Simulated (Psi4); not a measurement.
# OF (Oxygen monofluoride): UTPSS/aug-cc-pVTZ

What is the vertical doublet–quartet gap of OF (Oxygen monofluoride) at UTPSS/aug-cc-pVTZ? 

The results are computed with Psi4 1.11.

### Step 1. The structure to begin with

OF has 2 atoms, charge 0, and is taken as a doublet. SMILES: `[O]F`. Geometry: relaxed at PBE0-D4/def2-TZVP.

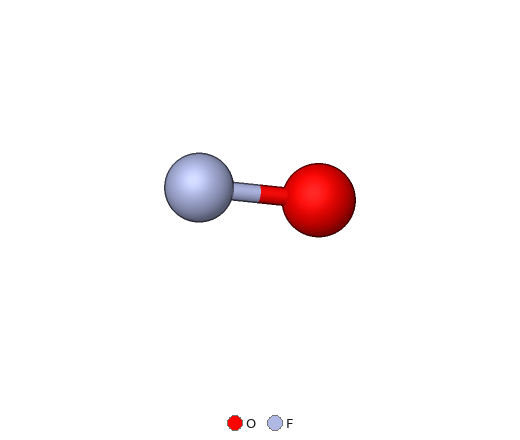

Viewed from a chosen angle; oxygen red, fluorine light blue.

### Step 2. Energy and gradient at UTPSS/aug-cc-pVTZ

File run_ase.py:

```python
import numpy as np
from ase.calculators.psi4 import Psi4
from ase import Atoms

a = Atoms(['O', 'F'], positions=[
    [0.000000, 0.000000, -0.015950],
    [0.000000, 0.000000, 1.314400],
])
calc = Psi4(atoms=a, method='tpss', basis='aug-cc-pVTZ', memory='2200MB', num_threads=1, charge=0, multiplicity=2, label='psi4-calc', reference='uks')
calc.psi4.set_options({'puream': True, 'e_convergence': 1e-09, 'd_convergence': 1e-08, 'scf_type': 'pk', 'dft_radial_points': 99, 'dft_spherical_points': 590, 'maxiter': 100})
a.calc = calc

forces = a.get_forces()
print(f'energy: {a.get_potential_energy():.6f} eV')
print('forces / eV A^-1')
print(np.round(forces, 5))
```

The run is started by

```sh
python run_ase.py
```

psi4-calc.dat:

```text
[...]
  Running in c1 symmetry.
[...]
  Nuclear repulsion =   28.639650594384939
[...]
  Multiplicity = 2
[...]
  Nalpha       = 9
  Nbeta        = 8
[...]
    Number of basis functions: 92
[...]
   @UKS iter   1:  -174.92425360073113   -2.45753e-01   3.87327e-03 ADIIS/DIIS
[...]
   @UKS iter  11:  -174.97053359965136   -1.19371e-12   7.68346e-09 DIIS
[...]
   @S^2 Observed:                7.528369574E-01
[...]
    Orbital Energies [Eh]
    ---------------------
    Alpha Occupied:
       1A    -24.522401     2A    -19.045374     3A     -1.264456
       4A     -0.890111     5A     -0.532780     6A     -0.510929
       7A     -0.475782     8A     -0.336557     9A     -0.280289
    Alpha Virtual:
      10A     -0.070117    11A      0.045862    12A      0.086562
      13A      0.087121    14A      0.092356    15A      0.156544
      16A      0.164370    17A      0.166966    18A      0.309511
      19A      0.461482    20A      0.461532    21A      0.588856
      22A      0.601798    23A      0.604534    24A      0.674292
      25A      0.702959    26A      0.729067    27A      0.780557
[...]
  @UKS Final Energy:  -174.97053359965136
   => Energetics <=
    Nuclear Repulsion Energy =             28.6396505943849391
    One-Electron Energy =                -299.0950829671407973
    Two-Electron Energy =                 114.3915825260162791
    DFT Exchange-Correlation Energy =     -18.9066837529117961
    Empirical Dispersion Energy =           0.0000000000000000
    VV10 Nonlocal Energy =                  0.0000000000000000
    Total Energy =                       -174.9705335996513611
[...]
 Multipole Moments:
 ------------------------------------------------------------------------------------
     Multipole            Electronic (a.u.)      Nuclear  (a.u.)        Total (a.u.)
 ------------------------------------------------------------------------------------
 L = 1.  Multiply by 2.5417464519 to convert [e a0] to [Debye]
 Dipole X            :          0.0000000            0.0000000            0.0000000
 Dipole Y            :         -0.0000000            0.0000000           -0.0000000
 Dipole Z            :          0.6470002           -0.5771080            0.0698922
 Magnitude           :                                                    0.0698922
[...]
  -Total Gradient:
     Atom            X                  Y                   Z
    ------   -----------------  -----------------  -----------------
       1        0.000000000000     0.000000000000     0.030120957795
       2        0.000000000000    -0.000000000000    -0.030121828813
[...]
```

The script printed:

```text
energy: -4761.190733 eV
forces / eV A^-1
[[-0.      -0.      -1.54888]
 [-0.       0.       1.54893]]
```

Wall time 52 s (1 thread of Intel Xeon at 2.50GHz (Skylake/Cascade Lake), shared host); peak memory 1.1 GiB.

### Step 3. The quartet at the same level

File fo.json:

```json
{
  "schema_name": "qcschema_input",
  "schema_version": 1,
  "molecule": {
    "schema_name": "qcschema_molecule",
    "schema_version": 2,
    "symbols": ["O", "F"],
    "geometry": [0.0, 0.0, -0.03014113, 0.0, 0.0, 2.48385602],
    "molecular_charge": 0,
    "molecular_multiplicity": 4,
    "fix_symmetry": "c1"
  },
  "driver": "gradient",
  "model": {
    "method": "tpss",
    "basis": "aug-cc-pVTZ"
  },
  "keywords": {
    "reference": "uks",
    "puream": true,
    "e_convergence": 1e-09,
    "d_convergence": 1e-08,
    "scf_type": "pk",
    "dft_radial_points": 99,
    "dft_spherical_points": 590,
    "maxiter": 100,
    "scf_properties": ["DIPOLE", "MULLIKEN_CHARGES", "LOWDIN_CHARGES"]
  }
}
```

The run is started by

```sh
psi4 --qcschema fo.json -n 1 --memory 2200MB
```

stdout, cut to the lines that bear on the results:

```text
[...]
  Running in c1 symmetry.
[...]
  Nuclear repulsion =   28.639650605809155
[...]
  Multiplicity = 4
[...]
  Nalpha       = 10
  Nbeta        = 7
[...]
    Number of basis functions: 92
[...]
   @UKS iter   1:  -174.78371585363249   -1.05215e-01   2.99232e-03 ADIIS/DIIS
[...]
   @UKS iter  11:  -174.81512923263756   -7.38964e-13   3.05261e-09 DIIS
[...]
   @S^2 Observed:                3.756847325E+00
[...]
  @UKS Final Energy:  -174.81512923263756
   => Energetics <=
    Nuclear Repulsion Energy =             28.6396506058091553
    One-Electron Energy =                -298.9871108322759596
    Two-Electron Energy =                 114.4967720439366730
    DFT Exchange-Correlation Energy =     -18.9644410501074532
    Empirical Dispersion Energy =           0.0000000000000000
    VV10 Nonlocal Energy =                  0.0000000000000000
    Total Energy =                       -174.8151292326375597
[...]
 Multipole Moments:
 ------------------------------------------------------------------------------------
     Multipole            Electronic (a.u.)      Nuclear  (a.u.)        Total (a.u.)
 ------------------------------------------------------------------------------------
 L = 1.  Multiply by 2.5417464519 to convert [e a0] to [Debye]
 Dipole X            :          0.0000000            0.0000000            0.0000000
 Dipole Y            :          0.0000000            0.0000000            0.0000000
 Dipole Z            :          0.4625567           -0.5771080           -0.1145513
 Magnitude           :                                                    0.1145513
[...]
  Mulliken Charges: (a.u.)
   Center  Symbol    Alpha    Beta     Spin     Total
       1     O     5.07320  2.87252  2.20068  0.05428
       2     F     4.92680  4.12748  0.79932 -0.05428
   Total alpha = 10.00000, Total beta =  7.00000, Total charge = -0.00000
  Lowdin Charges: (a.u.)
   Center  Symbol    Alpha    Beta     Spin     Total
       1     O     5.03093  3.00958  2.02135 -0.04051
       2     F     4.96907  3.99042  0.97865  0.04051
  Total alpha = 10.00000, Total beta =  7.00000, Total charge =  0.00000
[...]
  -Total Gradient:
     Atom            X                  Y                   Z
    ------   -----------------  -----------------  -----------------
       1       -0.000000000000     0.000000000000     0.352967458998
       2        0.000000000000    -0.000000000000    -0.352967705656
[...]
```

The result, in JSON:

```text
{
 "driver": "gradient",
 "model": {
  "method": "tpss",
  "basis": "aug-cc-pVTZ"
 },
 "success": true,
 "return_result": [-4.2703130831592776e-14, 1.0027753764974278e-13, 0.3529674589978019, 1.2864545138294507e-13, -6.629577824377237e-14, -0.3529677056564595],
 "properties": {
  "calcinfo_nbasis": 92,
  "calcinfo_nmo": 92,
  "calcinfo_nalpha": 10,
  "calcinfo_nbeta": 7,
  "calcinfo_natom": 2,
  "nuclear_repulsion_energy": 28.639650605809155,
  "return_energy": -174.81512923263756,
  "return_gradient": [-4.2703130831592776e-14, 1.0027753764974278e-13, 0.3529674589978019, 1.2864545138294507e-13, -6.629577824377237e-14, -0.3529677056564595],
  "scf_one_electron_energy": -298.98711083227596,
  "scf_two_electron_energy": 114.49677204393667,
  "scf_xc_energy": -18.964441050107453,
  "scf_dipole_moment": [5.1427668591457105e-15, 1.8132831016647154e-15, -0.1145512728811523],
  "scf_total_energy": -174.81512923263756,
  "scf_total_gradient": [-4.2703130831592776e-14, 1.0027753764974278e-13, 0.3529674589978019, 1.2864545138294507e-13, -6.629577824377237e-14, -0.3529677056564595],
  "scf_iterations": 11
 }
}
```

Wall time 50 s (1 thread of Intel Xeon at 2.50GHz (Skylake/Cascade Lake), shared host); peak memory 1.1 GiB.

### Step 4. What came out

At UTPSS/aug-cc-pVTZ:

```
                                        quantity          value
                           doublet: total energy  -174.97053 Eh
                          doublet: dipole moment         0.18 D
     doublet: HOMO energy (highest over α and β)       -7.28 eV
      doublet: LUMO energy (lowest over α and β)       -6.10 eV
                                   doublet: ⟨S²⟩          0.753
               doublet: largest force on an atom     1.549 eV/Å
                           quartet: total energy  -174.81513 Eh
                          quartet: dipole moment         0.29 D
     quartet: HOMO energy (highest over α and β)       -2.94 eV
                                   quartet: ⟨S²⟩          3.757
               quartet: largest force on an atom    18.150 eV/Å
vertical energy of the quartet above the doublet       4.229 eV
```

At this shape the quartet lies 4.23 eV (408 kJ/mol) above the doublet. The largest force (doublet) is 1.55 eV/Å: the shape isn't a stationary point for this species at this level.
